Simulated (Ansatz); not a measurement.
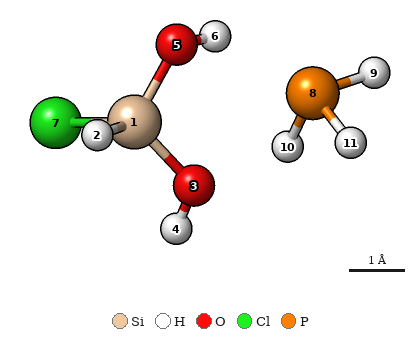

*The starting structure (ball-and-stick view, seen at a tilt; atoms are numbered from 1 in the order of the input).*

Bond lengths as drawn: Cl–Si 2.07 Å, H–O 0.96 to 0.97 Å, H–P 1.42 Å, H–Si 1.47 Å and O–Si 1.63 to 1.65 Å.

Nudged elastic band of SiPH6ClO2 (part 1 of 2)

System: SiPH6ClO2.
Method: RKS CAM-B3LYP-D4/def2-SVP (Ansatz 0.2.0).

It belongs to a series of runs on one base structure; here: band between the two ends. Figures and captions count atoms from 1; the log counts them from 0 in places.

Input file
```yaml
crystal:
  periodic: [false, false, false]
  atoms:
    - { symbol: Si, position_ang: [-0.535208, -0.76884, -0.082469] }
    - { symbol: H, position_ang: [-1.193144, -1.990356, 0.40907] }
    - { symbol: O, position_ang: [1.057236, -0.648975, 0.351544] }
    - { symbol: H, position_ang: [1.709515, -1.102269, -0.192845] }
    - { symbol: O, position_ang: [-1.329433, 0.519047, 0.520157] }
    - { symbol: H, position_ang: [-0.851922, 1.36554, 0.514455] }
    - { symbol: Cl, position_ang: [-0.579478, -0.831823, -2.153873] }
    - { symbol: P, position_ang: [1.373551, 2.48272, 0.695811] }
    - { symbol: H, position_ang: [1.923094, 3.781379, 0.886426] }
    - { symbol: H, position_ang: [2.308435, 2.088915, -0.297825] }
    - { symbol: H, position_ang: [2.067456, 1.880662, 1.77745] }
basis:
  gaussian: { orbitals: def2-SVP }
hamiltonian:
  xc: cam_b3lyp
  dispersion: d4
neb:
  order_check: false
  images: 7
  f_tol: 0.05
  max_iterations: 60
  final_atoms:
    - { symbol: Si, position_ang: [0.15102341, 0.51218884, -0.51448873] }
    - { symbol: H, position_ang: [0.88527265, -0.18787129, 3.20543802] }
    - { symbol: O, position_ang: [1.42656942, -0.36657955, -1.0518251] }
    - { symbol: H, position_ang: [1.24103253, -1.1237315, -1.62027245] }
    - { symbol: O, position_ang: [-0.85735346, 0.75146392, -1.79489656] }
    - { symbol: H, position_ang: [-1.78225573, 0.96264157, -1.62919231] }
    - { symbol: Cl, position_ang: [-0.91551625, -0.54089458, 0.92915857] }
    - { symbol: P, position_ang: [0.84098613, 2.41067909, 0.4401412] }
    - { symbol: H, position_ang: [1.75957816, 1.73541773, 1.29140093] }
    - { symbol: H, position_ang: [1.80366544, 2.66022205, -0.57936134] }
    - { symbol: H, position_ang: [1.39709972, -0.03753628, 3.75179878] }
  initial_path:
    images:
      - { positions_ang: [[-0.535208, -0.76884, -0.082469], [-1.193144, -1.990356, 0.40907], [1.057236, -0.648975, 0.351544], [1.709515, -1.102269, -0.192845], [-1.329433, 0.519047, 0.520157], [-0.851922, 1.36554, 0.514455], [-0.579478, -0.831823, -2.153873], [1.373551, 2.48272, 0.695811], [1.923094, 3.781379, 0.886426], [2.308435, 2.088915, -0.297825], [2.067456, 1.880662, 1.77745]] }
      - { positions_ang: [[-0.39373, -0.58231418, -0.06393348], [-0.85197209, -1.5315476, 0.75463313], [1.18351814, -0.45111748, 0.09399314], [1.76641873, -1.01940084, -0.36776878], [-1.2219067, 0.719059, 0.29025457], [-1.10199123, 1.28184398, 0.2433984], [-0.65850106, -1.06827475, -1.80998225], [1.34068899, 2.35508535, 0.72938756], [2.04781243, 3.22636435, 1.04107404], [2.12881551, 2.26907658, -0.28905689], [1.7109493, 1.57722559, 1.80590156]] }
      - { positions_ang: [[-0.252252, -0.39578836, -0.04539797], [-0.51080017, -1.0727392, 1.10019627], [1.30980027, -0.25325996, -0.16355771], [1.82332246, -0.93653269, -0.54269255], [-1.1143804, 0.919071, 0.06035213], [-1.35206046, 1.19814796, -0.02765821], [-0.73752412, -1.3047265, -1.4660915], [1.30782697, 2.2274507, 0.76296411], [2.17253086, 2.6713497, 1.19572209], [1.94919601, 2.44923816, -0.28028878], [1.35444259, 1.27378918, 1.83435312]] }
      - { positions_ang: [[-0.110774, -0.20926253, -0.02686245], [-0.16962826, -0.6139308, 1.4457594], [1.43608241, -0.05540244, -0.42110857], [1.88022619, -0.85366453, -0.71761633], [-1.0068541, 1.11908299, -0.1695503], [-1.6021297, 1.11445195, -0.29871481], [-0.81654718, -1.54117825, -1.12220075], [1.27496496, 2.09981605, 0.79654067], [2.29724928, 2.11633505, 1.35037013], [1.76957652, 2.62939973, -0.27152067], [0.99793589, 0.97035277, 1.86280468]] }
      - { positions_ang: [[0.030704, -0.02273671, -0.00832694], [0.17154365, -0.1551224, 1.79132253], [1.56236454, 0.14245508, -0.67865943], [1.93712992, -0.77079637, -0.89254011], [-0.89932781, 1.31909499, -0.39945273], [-1.85219893, 1.03075593, -0.56977141], [-0.89557025, -1.77763, -0.77831], [1.24210295, 1.9721814, 0.83011722], [2.42196771, 1.5613204, 1.50501817], [1.58995702, 2.80956131, -0.26275256], [0.64142919, 0.66691636, 1.89125624]] }
      - { positions_ang: [[0.06078385, 0.11099467, -0.13486739], [0.3499759, -0.16330962, 2.14485141], [1.52841576, 0.01519643, -0.77195085], [1.76310557, -0.85903016, -1.07447319], [-0.88883422, 1.17718722, -0.74831369], [-1.83471313, 1.01372734, -0.83462664], [-0.90055675, -1.46844615, -0.35144286], [1.14182374, 2.08180582, 0.73262322], [2.25637032, 1.60484473, 1.45161386], [1.64338413, 2.7722265, -0.34190476], [0.83034682, 0.4908032, 2.35639188]] }
      - { positions_ang: [[0.09086371, 0.24472606, -0.26140783], [0.52840815, -0.17149684, 2.49838028], [1.49446698, -0.11206223, -0.86524226], [1.58908122, -0.94726394, -1.25640628], [-0.87834064, 1.03527946, -1.09717465], [-1.81722733, 0.99669875, -1.09948186], [-0.90554325, -1.15926229, 0.07542428], [1.04154454, 2.19143025, 0.63512921], [2.09077294, 1.64836907, 1.39820955], [1.69681123, 2.73489168, -0.42105695], [1.01926445, 0.31469004, 2.82152751]] }
      - { positions_ang: [[0.12094356, 0.37845745, -0.38794828], [0.7068404, -0.17968407, 2.85190915], [1.4605182, -0.23932089, -0.95853368], [1.41505687, -1.03549772, -1.43833937], [-0.86784705, 0.89337169, -1.44603561], [-1.79974153, 0.97967016, -1.36433709], [-0.91052975, -0.85007844, 0.50229143], [0.94126533, 2.30105467, 0.5376352], [1.92517555, 1.6918934, 1.34480524], [1.75023833, 2.69755686, -0.50020914], [1.20818208, 0.13857688, 3.28666314]] }
      - { positions_ang: [[0.15102341, 0.51218884, -0.51448873], [0.88527265, -0.18787129, 3.20543802], [1.42656942, -0.36657955, -1.0518251], [1.24103253, -1.1237315, -1.62027245], [-0.85735346, 0.75146392, -1.79489656], [-1.78225573, 0.96264157, -1.62919231], [-0.91551625, -0.54089458, 0.92915857], [0.84098613, 2.41067909, 0.4401412], [1.75957816, 1.73541773, 1.29140093], [1.80366544, 2.66022205, -0.57936134], [1.39709972, -0.03753628, 3.75179878]] }
```

Run on 4 threads of AMD EPYC (Zen 5), 32 GiB of memory available, shared host.

Command:
```bash
ansatz run input.yaml --threads 4 --pin off --max-ram 5120MiB --backend cpu --events-out ev --progress --plain --runs-dir out
```

Output
```
Engine: ansatz 0.2.0, x86_64-unknown-linux-gnu
Functional definition: CAM-B3LYP
  parameter alpha = 0.19
  parameter beta = 0.46
  parameter omega = 0.33/bohr
  parameter ac = 0.81
  exchange = (1 - alpha - beta)*b88_x + beta*b88_x_sr(omega) + alpha*exact_x + beta*exact_x_lr(omega)
  correlation = (1 - ac)*vwn5_c + ac*lyp_c
1127 factors; integrals over basis functions are off by at most 3.7e-4 eV
402 factors; integrals over basis functions are off by at most 1.1e-6 eV
mean field evaluation 1: about -33864.5824 eV, gradient 6.2e1 eV
mean field evaluation 2: about -33860.4399 eV, gradient 7.9e1 eV
mean field evaluation 4: about -33871.1715 eV, gradient 1.3e0 eV
mean field evaluation 8: about -33871.1739 eV, gradient 3.3e-2 eV
mean field -33871.17395198 eV, -1244.7426840291 hartree, gradient 4.1e-5 eV, S^2 0.000000; 0 other end points of the search recorded, 0 dependent functions left out
the calculation of the forces begins
reference -33871.17408030 eV, -1244.7426887446 hartree; 34, 34 occupied and 78, 78 virtual orbitals, 1127 factors
1125 factors; integrals over basis functions are off by at most 7.5e-4 eV
402 factors; integrals over basis functions are off by at most 4.9e-6 eV
mean field evaluation 16: about -33860.1133 eV, gradient 7.9e1 eV
mean field -33870.79590043 eV, -1244.7287908909 hartree, gradient 2.7e-5 eV, S^2 0.000000; 0 other end points of the search recorded, 0 dependent functions left out
[... from here on the field's lines of each further geometry are left out, up to the last ...]
NEB iter   1: max|band force component| = 3.214e2 eV/Å  barrier→ = 63.5984 eV  barrier← = 63.2448 eV  Δτ_max = 0.2000 Å  (234 SCF iters)
NEB iter   2: max|band force component| = 4.153e1 eV/Å  barrier→ = 9.1738 eV  barrier← = 8.8202 eV  Δτ_max = 0.2000 Å  (218 SCF iters)
NEB iter   3: max|band force component| = 2.991e1 eV/Å  barrier→ = 5.3448 eV  barrier← = 4.9912 eV  Δτ_max = 0.2000 Å  (200 SCF iters)
NEB iter   4: max|band force component| = 1.721e1 eV/Å  barrier→ = 2.6736 eV  barrier← = 2.3199 eV  Δτ_max = 0.1997 Å  (197 SCF iters)
NEB iter   5: max|band force component| = 8.538e0 eV/Å  barrier→ = 2.1382 eV  barrier← = 1.7846 eV  Δτ_max = 0.2000 Å  (190 SCF iters)
NEB iter   6: max|band force component| = 4.320e0 eV/Å  barrier→ = 2.4830 eV  barrier← = 2.1294 eV  Δτ_max = 0.2000 Å  (195 SCF iters)
NEB iter   7: max|band force component| = 2.301e0 eV/Å  barrier→ = 2.3170 eV  barrier← = 1.9634 eV  Δτ_max = 0.1477 Å  (193 SCF iters)
NEB iter   8: max|band force component| = 1.168e0 eV/Å  barrier→ = 2.2291 eV  barrier← = 1.8755 eV  Δτ_max = 0.1226 Å  (181 SCF iters)
NEB iter   9: max|band force component| = 5.560e-1 eV/Å  barrier→ = 2.2236 eV  barrier← = 1.8699 eV  CI = image 5  Δτ_max = 0.1989 Å  (175 SCF iters)
NEB iter  10: max|band force component| = 1.694e0 eV/Å  barrier→ = 2.2305 eV  barrier← = 1.8769 eV  CI = image 5  Δτ_max = 0.1007 Å  (180 SCF iters)
NEB iter  11: max|band force component| = 1.789e0 eV/Å  barrier→ = 2.3850 eV  barrier← = 2.0313 eV  CI = image 5  Δτ_max = 0.2000 Å  (182 SCF iters)
NEB iter  12: max|band force component| = 1.816e0 eV/Å  barrier→ = 2.8371 eV  barrier← = 2.4834 eV  CI = image 5  Δτ_max = 0.2000 Å  (192 SCF iters)
NEB iter  13: max|band force component| = 8.881e-1 eV/Å  barrier→ = 3.0425 eV  barrier← = 2.6889 eV  CI = image 5  Δτ_max = 0.1978 Å  (182 SCF iters)
NEB iter  14: max|band force component| = 8.002e-1 eV/Å  barrier→ = 3.1892 eV  barrier← = 2.8356 eV  CI = image 5  Δτ_max = 0.1025 Å  (181 SCF iters)
NEB iter  15: max|band force component| = 4.705e-1 eV/Å  barrier→ = 3.1678 eV  barrier← = 2.8142 eV  CI = image 5  Δτ_max = 0.1010 Å  (180 SCF iters)
NEB iter  16: max|band force component| = 2.521e-1 eV/Å  barrier→ = 3.1175 eV  barrier← = 2.7638 eV  CI = image 5  Δτ_max = 0.1002 Å  (182 SCF iters)
NEB iter  17: max|band force component| = 5.277e-1 eV/Å  barrier→ = 3.0932 eV  barrier← = 2.7396 eV  CI = image 5  Δτ_max = 0.0503 Å  (186 SCF iters)
NEB iter  18: max|band force component| = 1.961e-1 eV/Å  barrier→ = 3.0797 eV  barrier← = 2.7260 eV  CI = image 5  Δτ_max = 0.0999 Å  (174 SCF iters)
NEB iter  19: max|band force component| = 2.735e-1 eV/Å  barrier→ = 3.0719 eV  barrier← = 2.7183 eV  CI = image 5  Δτ_max = 0.0502 Å  (180 SCF iters)
NEB iter  20: max|band force component| = 1.502e-1 eV/Å  barrier→ = 3.0672 eV  barrier← = 2.7136 eV  CI = image 5  Δτ_max = 0.0501 Å  (176 SCF iters)
NEB iter  21: max|band force component| = 1.094e-1 eV/Å  barrier→ = 3.0643 eV  barrier← = 2.7107 eV  CI = image 5  Δτ_max = 0.0501 Å  (176 SCF iters)
NEB iter  22: max|band force component| = 8.196e-2 eV/Å  barrier→ = 3.0634 eV  barrier← = 2.7098 eV  CI = image 5  Δτ_max = 0.0501 Å  (175 SCF iters)
NEB iter  23: max|band force component| = 9.833e-2 eV/Å  barrier→ = 3.0629 eV  barrier← = 2.7093 eV  CI = image 5  Δτ_max = 0.0250 Å  (176 SCF iters)
NEB iter  24: max|band force component| = 9.461e-2 eV/Å  barrier→ = 3.0628 eV  barrier← = 2.7091 eV  CI = image 5  Δτ_max = 0.0251 Å  (173 SCF iters)
NEB iter  25: max|band force component| = 1.270e-1 eV/Å  barrier→ = 3.0626 eV  barrier← = 2.7090 eV  CI = image 5  Δτ_max = 0.0125 Å  (175 SCF iters)
NEB iter  26: max|band force component| = 6.758e-2 eV/Å  barrier→ = 3.0627 eV  barrier← = 2.7091 eV  CI = image 5  Δτ_max = 0.0125 Å  (174 SCF iters)
the calculation of the forces begins
reference -33870.73549677 eV, -1244.7265710973 hartree; 34, 34 occupied and 78, 78 virtual orbitals, 1130 factors
1130 factors; integrals over basis functions are off by at most 7.4e-4 eV
402 factors; integrals over basis functions are off by at most 6.6e-7 eV
mean field evaluation 1248: about -33868.0821 eV, gradient 1.7e-5 eV
mean field -33868.08206085 eV, -1244.6290591256 hartree, gradient 1.7e-5 eV, S^2 0.000000; 1 other end points of the search recorded, 0 dependent functions left out
the calculation of the forces begins
reference -33868.08218128 eV, -1244.6290635516 hartree; 34, 34 occupied and 78, 78 virtual orbitals, 1130 factors
NEB iter  27: max|band force component| = 4.360e-2 eV/Å  barrier→ = 3.0626 eV  barrier← = 2.7090 eV  CI = image 5  Δτ_max = 0.0000 Å  (354 SCF iters)
```
